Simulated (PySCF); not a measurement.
## Electronic structure of C₃H₅NO₂Si in real space

| atom | x (Å) | y (Å) | z (Å) |
| --- | --- | --- | --- |
| C | 2.3742 | -0.6852 | 0.0300 |
| N | 1.5598 | 0.2215 | -0.2281 |
| Si | -0.0430 | 0.5858 | 0.2709 |
| O | 0.0586 | 2.0670 | 0.9152 |
| C | -1.3985 | -0.6425 | 0.7658 |
| C | -1.8902 | -0.4356 | -0.4550 |
| O | -1.0847 | 0.4881 | -1.0857 |
| H | 3.3423 | -0.6720 | -0.4647 |
| H | 2.2016 | -1.5082 | 0.7278 |
| H | -0.6391 | 2.6929 | 0.7357 |
| H | -1.7463 | -1.3022 | 1.5351 |
| H | -2.7335 | -0.8103 | -1.0083 |

Geometry: GFN2-xTB.

Method: PBE0/pcSseg-1, SCF density, gas phase, non-relativistic (PySCF).

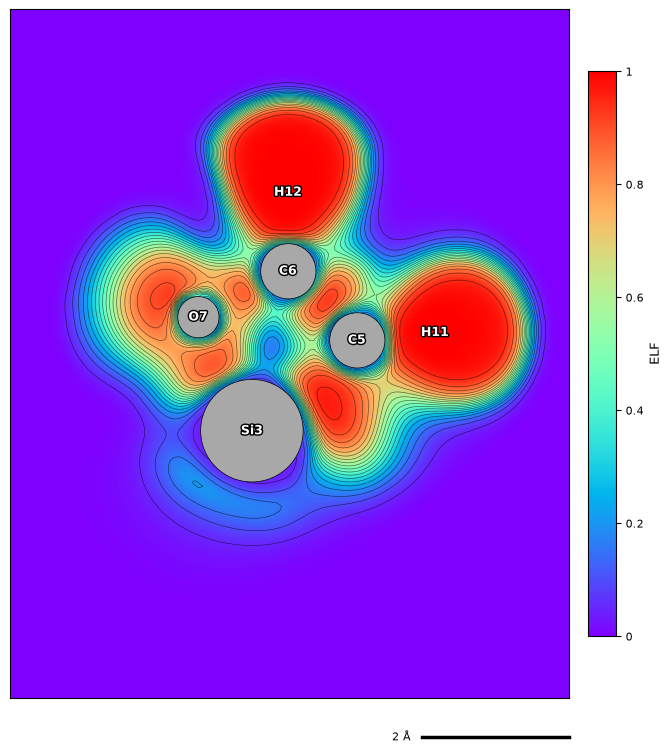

Figure 1. ELF on the plane of atoms C5, C6 and H12. Grey discs cover the atomic cores.

Question: Describe what can be read from this map.

Answer: The section cuts through Si, C, O and H sites.
C–C (1.33 Å): the ELF peaks at about 0.90 between the atoms (a multiple bond).
C–O (1.38 Å): the ELF peaks at about 0.85 between the atoms: a polar covalent bond.
C–Si (1.90 Å): the ELF peaks at about 0.90 between the atoms; localised, covalent bonding.
The ELF also peaks beside O7, away from the bonds: lone-pair regions.

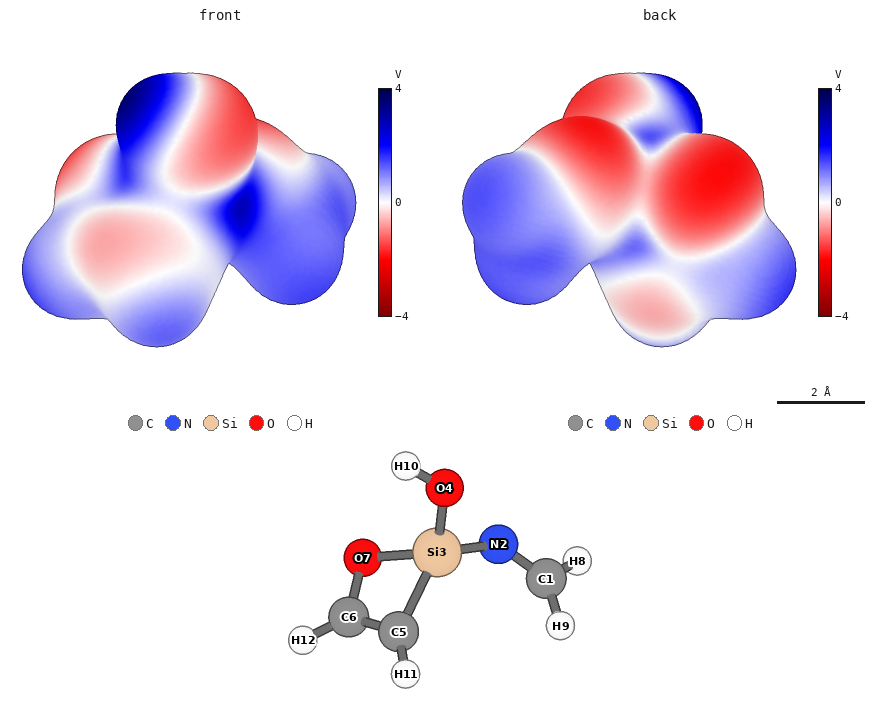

Figure 2. The electrostatic potential painted on the density surface at 0.004 e/bohr³, seen from the front and from behind; red is negative and blue positive. The bare structure is drawn below in the same view.

Question: Where is the surface potential most negative and most positive?

Answer: The most negative region (about −1.9 V, or −44 kcal/mol for a unit charge) lies over N2 and O7, the most positive (about +3.3 V, or +76 kcal/mol for a unit charge) over H10.
